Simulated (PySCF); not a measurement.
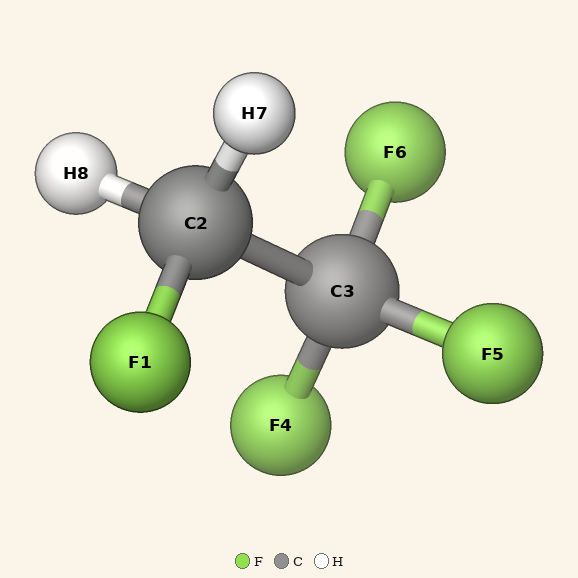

Geometry: an end point of a reaction path computed with GFN2-xTB. Properties computed with B3LYP/pcJ-1 indirect spin-spin coupling, non-relativistic, gas phase (PySCF 2.14.0). Isotopes: 13C, 19F, 1H.

Give the spin–spin coupling constants of these pairs, with the number of bonds between them: C3/F6, C2/F5, C3/H7, F5/F6, F1/F4, F5/H8.

```json
{"pair": "C3, F6", "bonds apart": "1", "J (Hz)": "−338.7"}
{"pair": "C2, F5", "bonds apart": "2", "J (Hz)": "32.0"}
{"pair": "C3, H7", "bonds apart": "2", "J (Hz)": "−1.8"}
{"pair": "F5, F6", "bonds apart": "2", "J (Hz)": "85.0"}
{"pair": "F1, F4", "bonds apart": "3", "J (Hz)": "−18.1"}
{"pair": "F5, H8", "bonds apart": "3", "J (Hz)": "23.9"}
```

Density functionals are unreliable for couplings to fluorine, so those rows may be far off.
